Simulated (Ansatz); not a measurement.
# CH3AlS: single points with varied inputs

Aim: run CH3AlS under a spread of inputs, and see what each costs and gives.

Method: the settings change from run to run; program: Ansatz 0.2.0, Gaussian basis.

1 further run of the same task is left out (it didn't finish).

**1. The molecule**

The structure was relaxed beforehand with PBE0-D4 in a triple-zeta def2 set.

6 atoms, charge 0, spin multiplicity 1.

Atoms are counted from 1 here; the program's logs count them from 0.

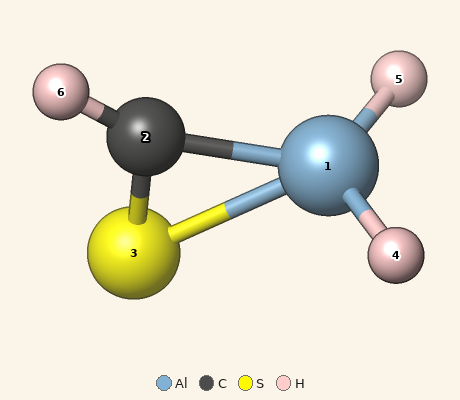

The structure; aluminium light blue, carbon dark grey, sulfur yellow, hydrogen pink; atoms are numbered from 1 in the order of the file.

Geometry (Å):

```
Al   -0.63724    0.03354   -0.61829
C     0.95988   -0.23186    0.48423
S     0.08110    0.56882    1.60709
H    -1.68604   -1.14925   -0.65691
H    -0.64258    1.28847   -1.58037
H     1.96698   -0.57372    0.71794
```

**2. LC-wPBE/def2-TZVPP**

This run has atoms shaken by 0.03 Å, a grid of angular degree 23.

Contents of in.yaml:

```yaml
crystal:
  periodic: [false, false, false]
  atoms:
    - {symbol: Al, position_ang: [-0.672536, 0.009138, -0.597615]}
    - {symbol: C, position_ang: [0.963529, -0.175074, 0.527008]}
    - {symbol: S, position_ang: [0.087458, 0.570755, 1.597000]}
    - {symbol: H, position_ang: [-1.736938, -1.163855, -0.665645]}
    - {symbol: H, position_ang: [-0.631047, 1.283405, -1.487754]}
    - {symbol: H, position_ang: [2.062404, -0.593243, 0.720700]}
basis:
  gaussian: {orbitals: def2-TZVPP, final_grid: {core_spheres: 8, valence_spheres: 7, degree: 23}}
hamiltonian: {xc: {name: LC-wPBE}}
```

Run with:

```
> ansatz run in.yaml --threads 2 --pin off --events-out ev --progress --plain --max-ram 4352MiB
```

The log of the run:

```text
Functional definition: LC-wPBE
  name "LC-wPBE"
  cite "Vydrov & Scuseria, J. Chem. Phys. 125, 234109 (2006) doi:10.1063/1.2409292"
  cite "Heyd & Scuseria, J. Chem. Phys. 120, 7274 (2004) doi:10.1063/1.1668634"
  cite "Ernzerhof & Perdew, J. Chem. Phys. 109, 3313 (1998) doi:10.1063/1.476928"
  cite "Perdew, Burke & Ernzerhof, Phys. Rev. Lett. 77, 3865 (1996) doi:10.1103/PhysRevLett.77.3865"
  parent pbe
  parameter omega = 0.4/bohr
  exchange = pbe_x_sr(omega) + exact_x_lr(omega)
  correlation = pbe_c
910 factors; their error is unknown
296 factors; integrals over basis functions are off by at most 2.9e-5 eV
mean field evaluation 1: about -18510.2219 eV, gradient 2.2e1 eV
mean field evaluation 2: about -18510.6248 eV, gradient 1.8e1 eV
mean field evaluation 4: about -18511.4160 eV, gradient 9.9e-1 eV
mean field evaluation 8: about -18511.4070 eV, gradient 2.5e-1 eV
mean field evaluation 16: about -18511.4071 eV, gradient 7.0e-5 eV
mean field -18511.40705916 eV, -680.2816619419 hartree, gradient 7.1e-5 eV, S^2 0.000000; 0 other end points of the search recorded, 0 dependent functions left out
reference -18511.40705917 eV, -680.2816619422 hartree; 19, 19 occupied and 138, 138 virtual orbitals, 910 factors
Total energy: -18511.40705917 eV, -680.2816619422 hartree
```

Run time: 2 s. Hardware: 2 threads of Arm Neoverse N1, shared host.

**3. RPBE/aug-cc-pVTZ**

Set apart from the defaults: D3(BJ) with three-body dispersion, relativity set to none.

Contents of in.yaml:

```yaml
crystal:
  periodic: [false, false, false]
  atoms:
    - {symbol: Al, position_ang: [-0.637239, 0.033540, -0.618292]}
    - {symbol: C, position_ang: [0.959882, -0.231858, 0.484234]}
    - {symbol: S, position_ang: [0.081101, 0.568818, 1.607092]}
    - {symbol: H, position_ang: [-1.686044, -1.149249, -0.656911]}
    - {symbol: H, position_ang: [-0.642577, 1.288467, -1.580365]}
    - {symbol: H, position_ang: [1.966977, -0.573718, 0.717941]}
basis:
  gaussian: {orbitals: aug-cc-pVTZ}
hamiltonian: {xc: {name: RPBE}, dispersion: d3bjatm, pseudopotentials: {relativity: none}}
output: {forces: true}
```

The command is unchanged.

The log of the run (excerpt; [...] marks lines left out):

```text
Functional definition: RPBE
  name "RPBE"
  cite "Hammer, Hansen & Nørskov, Phys. Rev. B 59, 7413 (1999) doi:10.1103/PhysRevB.59.7413"
  cite "Perdew, Burke & Ernzerhof, Phys. Rev. Lett. 77, 3865 (1996) doi:10.1103/PhysRevLett.77.3865"
[...]
1078 factors; their error is unknown
[...]
mean field -18516.70978973 eV, -680.4765336960 hartree, gradient 1.8e-5 eV, S^2 0.000000; 0 other end points of the search recorded, 0 dependent functions left out
[...]
reference -18516.70984848 eV, -680.4765358549 hartree; 19, 19 occupied and 196, 196 virtual orbitals, 1078 factors
Total energy: -18517.65280037 eV, -680.5111886978 hartree
Atom 0 at    -0.637239     0.033540    -0.618292 Å, force    -0.055688    -0.015446    -0.104270 eV/Å
Atom 1 at     0.959882    -0.231858     0.484234 Å, force     0.427620    -0.411136    -0.601778 eV/Å
Atom 2 at     0.081101     0.568818     1.607092 Å, force    -0.449869     0.468496     0.728585 eV/Å
Atom 3 at    -1.686044    -1.149249    -0.656911 Å, force    -0.115507    -0.135696     0.010470 eV/Å
Atom 4 at    -0.642577     1.288467    -1.580365 Å, force     0.005878     0.149701    -0.097506 eV/Å
Atom 5 at     1.966977    -0.573718     0.717941 Å, force     0.187566    -0.055918     0.064499 eV/Å
Dipole moment:     0.296113    -0.062580     0.169333 e Å
```

Run time: 6 s. Hardware: 2 threads of Arm Neoverse N1, shared host.

Largest force 0.976 eV/Å, dipole 1.67 D.

**4. wPBEh/def2-mTZVPP**

This run has charge -1, multiplicity 2, a point charge of -1.00 e beside it, high accuracy.

in.yaml, as its differences from that of step 3:

```diff
@@ -10,4 +10,7 @@
 basis:
-  gaussian: {orbitals: aug-cc-pVTZ}
-hamiltonian: {xc: {name: RPBE}, dispersion: d3bjatm, pseudopotentials: {relativity: none}}
+  gaussian: {orbitals: def2-mTZVPP, point_charges: [{charge: -1.00, position_ang: [5.699, -0.541, -0.730]}]}
+total_charge: -1
+magnetization: {spin_polarized: true, initial_magnetization: 1}
+hamiltonian: {xc: {name: wPBEh}}
+accuracy: high
 output: {forces: true}
```

The command is unchanged.

The log of the run (excerpt; [...] marks lines left out):

```text
Functional definition: wPBEh
  name "wPBEh"
  cite "Heyd, Scuseria & Ernzerhof, J. Chem. Phys. 118, 8207 (2003) doi:10.1063/1.1564060"
  cite "Krukau, Vydrov, Izmaylov & Scuseria, J. Chem. Phys. 125, 224106 (2006) doi:10.1063/1.2404663"
  cite "Heyd & Scuseria, J. Chem. Phys. 120, 7274 (2004) doi:10.1063/1.1668634"
  cite "Ernzerhof & Perdew, J. Chem. Phys. 109, 3313 (1998) doi:10.1063/1.476928"
  cite "Perdew, Burke & Ernzerhof, Phys. Rev. Lett. 77, 3865 (1996) doi:10.1103/PhysRevLett.77.3865"
  parent pbe
[...]
1690 factors; integrals over basis functions are off by at most 3.5e-9 eV
96 factors; integrals over basis functions are off by at most 1.8e-9 eV
[...]
mean field -18508.88440707 eV, -680.1889561873 hartree, gradient 2.2e-8 eV, S^2 0.757550; 0 other end points of the search recorded, 0 dependent functions left out
[...]
reference -18508.88441055 eV, -680.1889563151 hartree; 20, 19 occupied and 63, 64 virtual orbitals, 1690 factors
Total energy: -18508.88441055 eV, -680.1889563151 hartree
Atom 0 at    -0.637239     0.033540    -0.618292 Å, force     1.575475    -0.097722     1.351232 eV/Å
Atom 1 at     0.959882    -0.231858     0.484234 Å, force     1.584146    -1.858579    -2.670126 eV/Å
Atom 2 at     0.081101     0.568818     1.607092 Å, force    -2.468584     1.924419     2.404131 eV/Å
Atom 3 at    -1.686044    -1.149249    -0.656911 Å, force    -0.522491    -0.114011    -0.288034 eV/Å
Atom 4 at    -0.642577     1.288467    -1.580365 Å, force    -0.404211     0.182779    -0.391046 eV/Å
Atom 5 at     1.966977    -0.573718     0.717941 Å, force    -0.092560     0.016702    -0.350637 eV/Å
Dipole moment:     0.321053    -0.073344    -0.020773 e Å
```

Run time: 11 s. Hardware: 2 threads of Arm Neoverse N1, shared host.

Largest force 3.947 eV/Å, ⟨S²⟩ 0.758.

**5. revPBE/x2c-TZVPPall**

This run has charge -1, multiplicity 2, atoms shaken by 0.15 Å, relativity set to scalar.

Contents of in.yaml:

```yaml
crystal:
  periodic: [false, false, false]
  atoms:
    - {symbol: Al, position_ang: [-0.524252, 0.147293, -0.800641]}
    - {symbol: C, position_ang: [0.854470, -0.092977, 0.620431]}
    - {symbol: S, position_ang: [0.098409, 0.392620, 1.830799]}
    - {symbol: H, position_ang: [-1.820564, -1.100302, -0.835781]}
    - {symbol: H, position_ang: [-0.598952, 1.379199, -1.541206]}
    - {symbol: H, position_ang: [2.256220, -0.580952, 0.815902]}
basis:
  gaussian: {orbitals: x2c-TZVPPall}
total_charge: -1
magnetization: {spin_polarized: true, initial_magnetization: 1}
hamiltonian: {xc: {name: revPBE}, pseudopotentials: {relativity: scalar}}
```

The command is unchanged.

The log of the run:

```text
Functional definition: revPBE
  name "revPBE"
  cite "Zhang & Yang, Phys. Rev. Lett. 80, 890 (1998) doi:10.1103/PhysRevLett.80.890"
  cite "Perdew, Burke & Ernzerhof, Phys. Rev. Lett. 77, 3865 (1996) doi:10.1103/PhysRevLett.77.3865"
  parameter kappa = 1.245
  parameter beta = 0.06672455060314922
  exchange = pbe_x(kappa = kappa, mu = beta*pi^2/3)
  correlation = pbe_c(beta = beta)
916 factors; their error is unknown
mean field evaluation 1: about -18550.7692 eV, gradient 2.8e1 eV
mean field evaluation 2: about -18530.6424 eV, gradient 6.1e1 eV
mean field evaluation 4: about -18552.1438 eV, gradient 1.7e1 eV
mean field evaluation 8: about -18555.0267 eV, gradient 2.7e-1 eV
mean field evaluation 16: about -18555.0113 eV, gradient 7.0e-3 eV
mean field evaluation 32: about -18552.7490 eV, gradient 8.0e0 eV
mean field -18555.01133100 eV, -681.8840893759 hartree, gradient 7.0e-6 eV, S^2 0.754282; 5 other end points of the search recorded, 0 dependent functions left out
reference -18555.01138155 eV, -681.8840912336 hartree; 20, 19 occupied and 137, 138 virtual orbitals, 916 factors
Total energy: -18555.01138155 eV, -681.8840912336 hartree
Relativity: scalar
```

Run time: 8.5 s. Hardware: 2 threads of Arm Neoverse N1, shared host.

⟨S²⟩ 0.754.

**6. r2SCAN/6-31G***

This run has a grid of angular degree 11.

Contents of in.yaml:

```yaml
crystal:
  periodic: [false, false, false]
  atoms:
    - {symbol: Al, position_ang: [-0.637239, 0.033540, -0.618292]}
    - {symbol: C, position_ang: [0.959882, -0.231858, 0.484234]}
    - {symbol: S, position_ang: [0.081101, 0.568818, 1.607092]}
    - {symbol: H, position_ang: [-1.686044, -1.149249, -0.656911]}
    - {symbol: H, position_ang: [-0.642577, 1.288467, -1.580365]}
    - {symbol: H, position_ang: [1.966977, -0.573718, 0.717941]}
basis:
  gaussian: {orbitals: "6-31G*", final_grid: {core_spheres: 5, valence_spheres: 4, degree: 11}}
hamiltonian: {xc: {name: r2SCAN}}
output: {forces: true}
```

The command is unchanged.

The log of the run (excerpt; [...] marks lines left out):

```text
Functional definition: r2SCAN
  name "r2SCAN"
  cite "Furness, Kaplan, Ning, Perdew & Sun, J. Phys. Chem. Lett. 11, 8208 (2020) doi:10.1021/acs.jpclett.0c02405"
  cite "Furness, Kaplan, Ning, Perdew & Sun, J. Phys. Chem. Lett. 11, 9248 (2020) doi:10.1021/acs.jpclett.0c03077"
  parent r2scan
[...]
713 factors; their error is unknown
[...]
mean field -18513.85997348 eV, -680.3718048805 hartree, gradient 6.2e-5 eV, S^2 0.000000; 0 other end points of the search recorded, 0 dependent functions left out
[...]
reference -18513.85998562 eV, -680.3718053266 hartree; 19, 19 occupied and 40, 40 virtual orbitals, 713 factors
Total energy: -18513.85998562 eV, -680.3718053266 hartree
Atom 0 at    -0.637239     0.033540    -0.618292 Å, force     0.001323    -0.046253    -0.121754 eV/Å
Atom 1 at     0.959882    -0.231858     0.484234 Å, force     0.219913    -0.299633    -0.541022 eV/Å
Atom 2 at     0.081101     0.568818     1.607092 Å, force    -0.328173     0.393564     0.666975 eV/Å
Atom 3 at    -1.686044    -1.149249    -0.656911 Å, force    -0.050649    -0.099067     0.023150 eV/Å
Atom 4 at    -0.642577     1.288467    -1.580365 Å, force     0.032006     0.096610    -0.050423 eV/Å
Atom 5 at     1.966977    -0.573718     0.717941 Å, force     0.125581    -0.045221     0.023074 eV/Å
Dipole moment:     0.303868    -0.075561     0.143780 e Å
```

Run time: 1.4 s. Hardware: 2 threads of Arm Neoverse N1, shared host.

Largest force 0.841 eV/Å, dipole 1.65 D.

**7. revPBE/def2-mTZVP**

Set apart from the defaults: atoms shaken by 0.15 Å, density fitting with def2-universal-jkfit, D4 dispersion.

Contents of in.yaml:

```yaml
crystal:
  periodic: [false, false, false]
  atoms:
    - {symbol: Al, position_ang: [-0.469936, -0.097938, -0.658940]}
    - {symbol: C, position_ang: [0.926925, -0.343689, 0.325498]}
    - {symbol: S, position_ang: [0.099444, 0.628324, 1.899393]}
    - {symbol: H, position_ang: [-1.730156, -1.063994, -0.470004]}
    - {symbol: H, position_ang: [-0.547976, 1.597568, -1.568431]}
    - {symbol: H, position_ang: [1.990736, -0.899011, 0.675414]}
basis:
  gaussian: {orbitals: def2-mTZVP, fitting: {mean_field: def2-universal-jkfit}}
hamiltonian: {xc: {name: revPBE}, dispersion: d4}
```

Same command.

The log of the run:

```text
Functional definition: revPBE
  name "revPBE"
  cite "Zhang & Yang, Phys. Rev. Lett. 80, 890 (1998) doi:10.1103/PhysRevLett.80.890"
  cite "Perdew, Burke & Ernzerhof, Phys. Rev. Lett. 77, 3865 (1996) doi:10.1103/PhysRevLett.77.3865"
  parameter kappa = 1.245
  parameter beta = 0.06672455060314922
  exchange = pbe_x(kappa = kappa, mu = beta*pi^2/3)
  correlation = pbe_c(beta = beta)
385 factors; integrals over basis functions are off by at most 8.5e-1 eV
mean field evaluation 1: about -18495.7671 eV, gradient 7.4e1 eV
mean field evaluation 2: about -18446.8380 eV, gradient 1.2e2 eV
mean field evaluation 4: about -18510.8413 eV, gradient 9.4e0 eV
mean field evaluation 8: about -18511.2043 eV, gradient 5.4e-1 eV
mean field evaluation 16: about -18511.2048 eV, gradient 3.8e-5 eV
mean field -18511.20476807 eV, -680.2742278814 hartree, gradient 3.8e-5 eV, S^2 0.000000; 1 other end points of the search recorded, 0 dependent functions left out
reference -18511.20481762 eV, -680.2742297024 hartree; 19, 19 occupied and 53, 53 virtual orbitals, 385 factors
Total energy: -18511.53943655 eV, -680.2865267213 hartree
```

Wall time 1.3 s (2 threads of Arm Neoverse N1, shared host).

**8. rPW86-PBE/cc-pVTZ**

This run has multiplicity 3, D3(BJ) dispersion, the search for lower states set to off.

Contents of in.yaml:

```yaml
crystal:
  periodic: [false, false, false]
  atoms:
    - {symbol: Al, position_ang: [-0.637239, 0.033540, -0.618292]}
    - {symbol: C, position_ang: [0.959882, -0.231858, 0.484234]}
    - {symbol: S, position_ang: [0.081101, 0.568818, 1.607092]}
    - {symbol: H, position_ang: [-1.686044, -1.149249, -0.656911]}
    - {symbol: H, position_ang: [-0.642577, 1.288467, -1.580365]}
    - {symbol: H, position_ang: [1.966977, -0.573718, 0.717941]}
basis:
  gaussian: {orbitals: cc-pVTZ}
magnetization: {spin_polarized: true, initial_magnetization: 2}
hamiltonian: {xc: {name: rPW86-PBE}, dispersion: d3bj}
scf: {lower_state_search: off}
output: {forces: true}
```

The command is unchanged.

The log of the run (excerpt; [...] marks lines left out):

```text
Functional definition: rPW86-PBE
  name "rPW86-PBE"
  cite "Murray, Lee & Langreth, J. Chem. Theory Comput. 5, 2754 (2009) doi:10.1021/ct900365q"
  cite "Perdew, Burke & Ernzerhof, Phys. Rev. Lett. 77, 3865 (1996) doi:10.1103/PhysRevLett.77.3865"
  parent pbe
[...]
885 factors; their error is unknown
[...]
mean field -18535.92618235 eV, -681.1827230994 hartree, gradient 2.5e-6 eV, S^2 2.006202; 0 other end points of the search recorded, 0 dependent functions left out
[...]
reference -18535.92629140 eV, -681.1827271067 hartree; 20, 18 occupied and 120, 122 virtual orbitals, 885 factors
Total energy: -18536.04585053 eV, -681.1871208238 hartree
Atom 0 at    -0.637239     0.033540    -0.618292 Å, force    -0.694169    -0.080851    -0.998383 eV/Å
Atom 1 at     0.959882    -0.231858     0.484234 Å, force     1.676840    -0.449076     0.707783 eV/Å
Atom 2 at     0.081101     0.568818     1.607092 Å, force    -0.908822     0.859972     1.246452 eV/Å
Atom 3 at    -1.686044    -1.149249    -0.656911 Å, force    -0.024253     0.001774    -0.049406 eV/Å
Atom 4 at    -0.642577     1.288467    -1.580365 Å, force    -0.030913    -0.013489    -0.044057 eV/Å
Atom 5 at     1.966977    -0.573718     0.717941 Å, force    -0.018682    -0.318330    -0.862390 eV/Å
Dipole moment:     0.189632    -0.055946     0.066397 e Å
Checks for a lower state left out: stability, starts, cluster_reference, orbital_swaps, neighbouring_geometries, increment
```

Wall time 8.5 s (2 threads of Arm Neoverse N1, shared host).

Largest force 1.875 eV/Å, dipole 1.00 D, ⟨S²⟩ 2.006.

**9. BHLYP/pcseg-2**

This run has high accuracy.

in.yaml, as its differences from that of step 8:

```diff
@@ -10,6 +10,5 @@
 basis:
-  gaussian: {orbitals: cc-pVTZ}
-magnetization: {spin_polarized: true, initial_magnetization: 2}
-hamiltonian: {xc: {name: rPW86-PBE}, dispersion: d3bj}
-scf: {lower_state_search: off}
+  gaussian: {orbitals: pcseg-2}
+hamiltonian: {xc: {name: BHLYP}}
+accuracy: high
 output: {forces: true}
```

Launched as before.

The log of the run (excerpt; [...] marks lines left out):

```text
Functional definition: BHLYP
  name "BHLYP"
  cite "Becke, J. Chem. Phys. 98, 1372 (1993) doi:10.1063/1.464304"
  cite "Becke, Phys. Rev. A 38, 3098 (1988) doi:10.1103/PhysRevA.38.3098"
  cite "Lee, Yang & Parr, Phys. Rev. B 37, 785 (1988) doi:10.1103/PhysRevB.37.785"
[...]
2443 factors; integrals over basis functions are off by at most 3.4e-9 eV
[...]
mean field -18517.41154927 eV, -680.5023228832 hartree, gradient 5.7e-8 eV, S^2 0.000000; 0 other end points of the search recorded, 0 dependent functions left out
[...]
reference -18517.41157563 eV, -680.5023238522 hartree; 19, 19 occupied and 121, 121 virtual orbitals, 2443 factors
Total energy: -18517.41157563 eV, -680.5023238522 hartree
Atom 0 at    -0.637239     0.033540    -0.618292 Å, force    -0.055383    -0.000522    -0.064970 eV/Å
Atom 1 at     0.959882    -0.231858     0.484234 Å, force     0.139131     0.024117     0.222181 eV/Å
Atom 2 at     0.081101     0.568818     1.607092 Å, force     0.146305    -0.125730    -0.168023 eV/Å
Atom 3 at    -1.686044    -1.149249    -0.656911 Å, force     0.155682     0.190870    -0.020383 eV/Å
Atom 4 at    -0.642577     1.288467    -1.580365 Å, force    -0.016180    -0.208629     0.131074 eV/Å
Atom 5 at     1.966977    -0.573718     0.717941 Å, force    -0.369555     0.119895    -0.099879 eV/Å
Dipole moment:     0.304399    -0.091290     0.102873 e Å
```

Wall time 17 s (2 threads of Arm Neoverse N1, shared host); peak memory 0.51 GiB.

Largest force 0.401 eV/Å, dipole 1.60 D.

**10. B3LYP/STO-3G**

in.yaml, as its differences from that of step 9:

```diff
@@ -10,5 +10,4 @@
 basis:
-  gaussian: {orbitals: pcseg-2}
-hamiltonian: {xc: {name: BHLYP}}
-accuracy: high
+  gaussian: {orbitals: STO-3G}
+hamiltonian: {xc: {name: B3LYP}}
 output: {forces: true}
```

Same command.

The log of the run (excerpt; [...] marks lines left out):

```text
Functional definition: B3LYP
  name "B3LYP"
  cite "Stephens, Devlin, Chabalowski & Frisch, J. Phys. Chem. 98, 11623 (1994) doi:10.1021/j100096a001"
  cite "Becke, Phys. Rev. A 38, 3098 (1988) doi:10.1103/PhysRevA.38.3098"
  cite "Lee, Yang & Parr, Phys. Rev. B 37, 785 (1988) doi:10.1103/PhysRevB.37.785"
  cite "Vosko, Wilk & Nusair, Can. J. Phys. 58, 1200 (1980) doi:10.1139/p80-159"
[...]
297 factors; integrals over basis functions are off by at most 3.4e-5 eV
[...]
mean field -18304.48113136 eV, -672.6772743545 hartree, gradient 6.1e-5 eV, S^2 0.000000; 0 other end points of the search recorded, 0 dependent functions left out
[...]
reference -18304.48128667 eV, -672.6772800620 hartree; 19, 19 occupied and 7, 7 virtual orbitals, 297 factors
Total energy: -18304.48128667 eV, -672.6772800620 hartree
Atom 0 at    -0.637239     0.033540    -0.618292 Å, force     0.254099    -0.036780     0.187485 eV/Å
Atom 1 at     0.959882    -0.231858     0.484234 Å, force    -0.920145    -0.271882    -1.754707 eV/Å
Atom 2 at     0.081101     0.568818     1.607092 Å, force    -1.204003     0.644107     0.340402 eV/Å
Atom 3 at    -1.686044    -1.149249    -0.656911 Å, force     1.052828     1.249052     0.125207 eV/Å
Atom 4 at    -0.642577     1.288467    -1.580365 Å, force    -0.014332    -1.241372     1.068819 eV/Å
Atom 5 at     1.966977    -0.573718     0.717941 Å, force     0.831553    -0.343125     0.032795 eV/Å
Dipole moment:     0.114775    -0.002755     0.122640 e Å
```

Run time: 0.7 s. Hardware: 2 threads of Arm Neoverse N1, shared host.

Largest force 2.000 eV/Å, dipole 0.81 D.

**11. All runs side by side**

| level | charge | multiplicity | geometry | functions | energy (eV) | time |
| --- | --- | --- | --- | --- | --- | --- |
| LC-wPBE/def2-TZVPP | 0 | 1 | shaken | 157 | -18511.407 | 2 s |
| RPBE/aug-cc-pVTZ | 0 | 1 | relaxed | 215 | -18517.653 | 6 s |
| wPBEh/def2-mTZVPP | -1 | 2 | relaxed, point charge | 83 | -18508.884 | 11 s |
| revPBE/x2c-TZVPPall | -1 | 2 | shaken | 157 | -18555.011 | 8.5 s |
| r2SCAN/6-31G* | 0 | 1 | relaxed | 59 | -18513.860 | 1.4 s |
| revPBE/def2-mTZVP | 0 | 1 | shaken | 72 | -18511.539 | 1.3 s |
| rPW86-PBE/cc-pVTZ | 0 | 3 | relaxed | 140 | -18536.046 | 8.5 s |
| BHLYP/pcseg-2 | 0 | 1 | relaxed | 140 | -18517.412 | 17 s |
| B3LYP/STO-3G | 0 | 1 | relaxed | 26 | -18304.481 | 0.7 s |

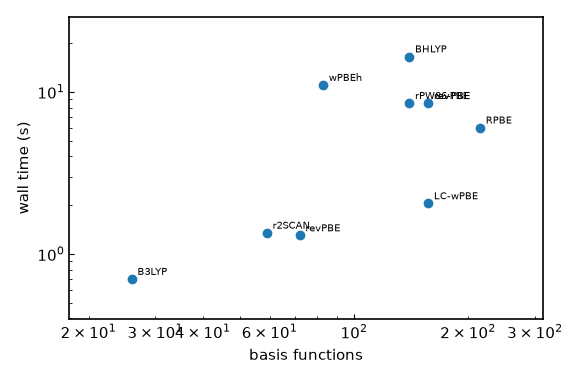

Wall time against the number of basis functions (shared host).

**12. Results**

| quantity | value |
| --- | --- |
| runs | 9 |
| quickest | B3LYP/STO-3G, 0.7 s |
| slowest | BHLYP/pcseg-2, 17 s |
| spread of total energies, same state and geometry | 213.2 eV |
| dipole, same state and geometry | 0.81 to 1.67 D |

BHLYP/pcseg-2 took 24 times as long as B3LYP/STO-3G. The jobs differ in tasks and options as well as level. Total energies at one charge and spin differ by 213 eV between levels, so only differences within one level mean anything. At the PBE0-D4/def2-TZVP geometry and in the same state, runs without warnings or point charges leave forces up to 2.00 eV/Å (B3LYP/STO-3G). At that geometry and state the dipole changes by 106 % between the lowest and highest value.
